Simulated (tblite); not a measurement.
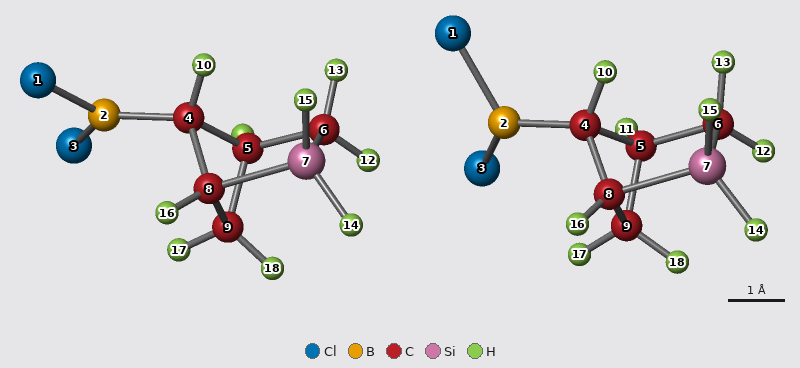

Two geometries of C$_{5}$H$_{9}$BCl$_{2}$Si, drawn at one scale. One is the start of a relaxation, the other its converged end. A ball-and-stick model, seen at a tilt.

These are results of tblite 0.8.0, GFN2-xTB geometry optimisation, gas phase, not measurements. 

### Which one is relaxed?

The left one is the relaxed one. The largest move after the best rigid fit is that of Cl1, 1.16 Å. By element the largest moves are Cl 1.16 Å, H 0.34 Å, C 0.27 Å, B 0.16 Å, Si 0.12 Å. Among the contacts that change: B2–Cl3 1.872 → 1.721 Å, Cl1–B2 1.860 → 1.726 Å, C4–C8 1.470 → 1.564 Å, C8–H16 1.044 → 1.086 Å. Bond angles that change, for instance: B2–C4–C5 109.3° → 119.3°, C8–C9–H18 109.0° → 118.0°, C5–C4–H10 106.9° → 114.3°. After 98 geometry steps the energy has fallen by 24.9 kcal/mol.
